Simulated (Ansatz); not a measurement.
The starting structures come from a database of crystals and need not be the phases stable at ambient conditions.

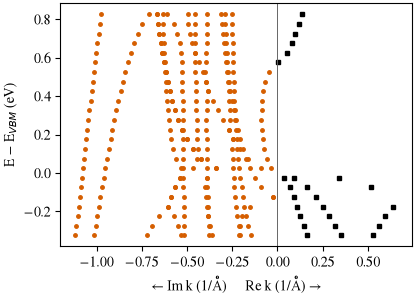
*Complex bands at the centre of the two-dimensional zone; PBEsol (Ansatz, a quantum-chemistry and plane-wave program)*

The gap is the functional's own. No spin-orbit coupling. Mid-gap values are interpolated on the energy grid.

Q: This is SnI4 (P-43m, not sure to be the ambient phase, 5 atoms a cell, 44.7 Å³ an atom) along the normal of (110). Read off the slowest decay at the centre of the two-dimensional zone at 0.28 eV, the computed energy nearest the middle of the gap.

A: κ ≈ 0.09 1/Å, a decay length 1/(2κ) of the density of 5.6 Å.
